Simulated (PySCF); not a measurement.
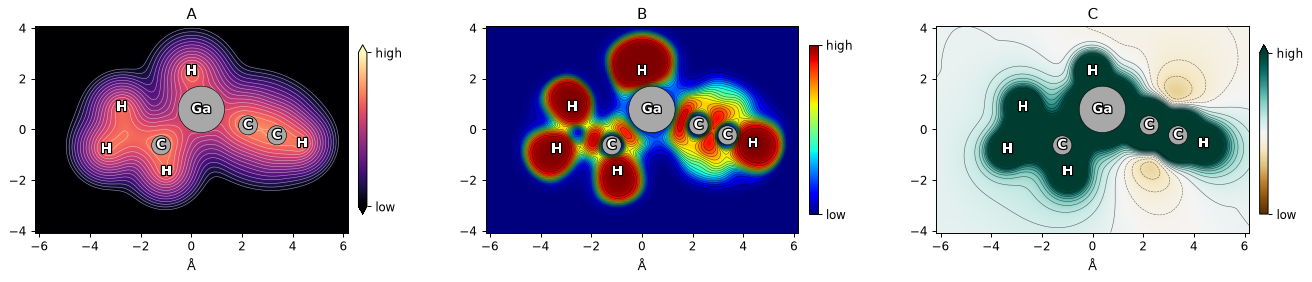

C$_{5}$H$_{6}$GaN: 3 fields on the plane of atoms C2, Ga3 and H9, with unlabelled colour scales. Grey discs cover the atomic cores.

Geometry: GFN2-xTB.

These are results of CAM-B3LYP/def2-SVPD, SCF density, gas phase in PySCF, not measurements.

```yaml
atoms:
  - { symbol: C, position_ang: [-1.2098, -2.5230, 1.0771] }
  - { symbol: C, position_ang: [-1.2465, -1.6736, 0.2187] }
  - { symbol: Ga, position_ang: [-1.3277, -0.3035, -1.1630] }
  - { symbol: N, position_ang: [0.3587, 1.3347, -0.3878] }
  - { symbol: C, position_ang: [-0.7540, 1.6777, -0.4378] }
  - { symbol: C, position_ang: [-2.1440, 1.6019, -0.6984] }
  - { symbol: C, position_ang: [-2.6246, 2.5068, -1.8313] }
  - { symbol: H, position_ang: [-1.1651, -3.2626, 1.8290] }
  - { symbol: H, position_ang: [-0.8014, -0.5145, -2.5961] }
  - { symbol: H, position_ang: [-2.7280, 1.7273, 0.2174] }
  - { symbol: H, position_ang: [-2.0260, 2.3371, -2.7296] }
  - { symbol: H, position_ang: [-3.6665, 2.2892, -2.0639] }
  - { symbol: H, position_ang: [-2.5449, 3.5607, -1.5586] }
```

The panels show electron density, electron localisation function and electrostatic potential in some order. Assign them.

Panel A: electron density. Panel B: electron localisation function. Panel C: electrostatic potential (strongly positive close to the atoms, with negative regions outside electron-rich atoms). From the grid: C–C (1.21 Å): the density is about 2.7 e/Å³ at the midpoint; the ELF peaks at about 0.85 between the atoms (a multiple bond). C–Ga (1.95 Å): ρ is about 0.78 e/Å³ halfway; the ELF peaks at about 0.95 in the valence shell of C, 0.7 Å from its nucleus, and is about 0.55 at the midpoint.
